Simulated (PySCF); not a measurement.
CH$_{4}$ClPSi (triplet)

Input

```
{"job": {"kind": "epr"}, "charge": 0, "multiplicity": 3}
C      1.899480    -0.206586     0.309250
Cl     3.268111    -1.138136     0.064987
P      0.899954     0.710113    -0.840680
Si    -1.129357     0.007770    -0.086423
H      0.874454     1.974575    -0.167475
H     -1.239627     0.090637     1.398968
H     -1.296970    -1.404137    -0.535966
H     -2.171702     0.871070    -0.720690
```

Run with:

```sh
OMP_NUM_THREADS=1 python cluster_run.py task.json out
```

Geometry: PBE0-D3(BJ)/def2-SVP.

Method: UKS B3LYP, IGLO-III on C Cl P Si, pcH-1 on H, non-relativistic, mean-field spin-orbit, GIAO in PySCF.

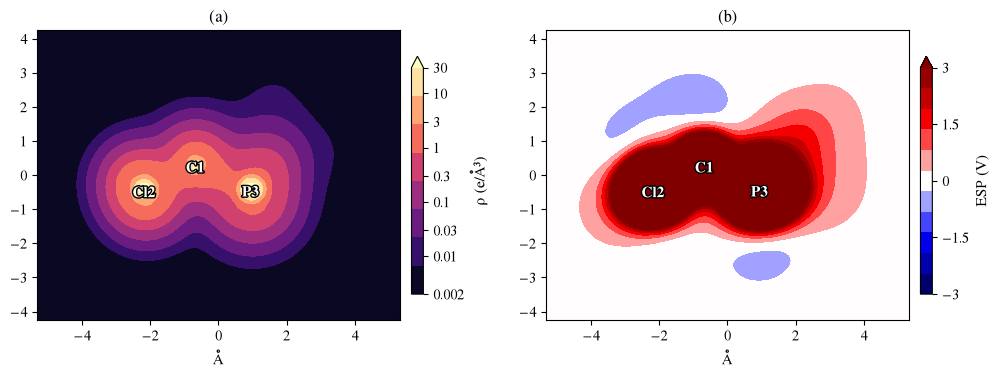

Figure 1. (a) electron density; (b) electrostatic potential on the plane of atoms Cl2, C1 and P3.

What do the fields say about this system?

- Atoms in the plane: C, Cl and P.
- C–Cl (1.67 Å): ρ is about 1.5 e/Å³ halfway.
- C–P (1.78 Å): ρ at the midpoint is about 1 e/Å³.
- Outside the dense part of the molecule the potential is most negative (−0.4 V) near C1.

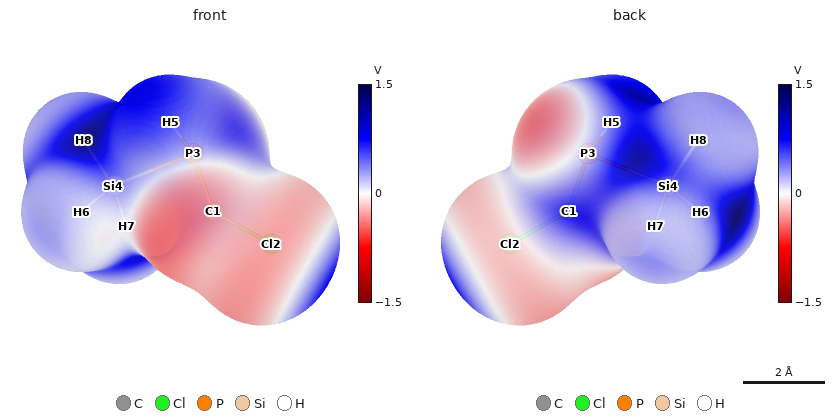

Figure 2. The molecular electrostatic potential painted on the density surface at 0.002 e/bohr³, seen from the front and from behind; the colour scale runs from red (negative) to blue (positive).

Which sites attract a positive test charge, and which a negative one?

A positive charge is drawn to the negative regions and a negative charge to the positive ones. The most negative region (about −0.4 V) lies over C1 and P3, the most positive (about +1.3 V) over Si4. Cl2 shows a σ-hole: about +0.8 V at the tip opposite its bond, against about −0.2 V on its flanks.
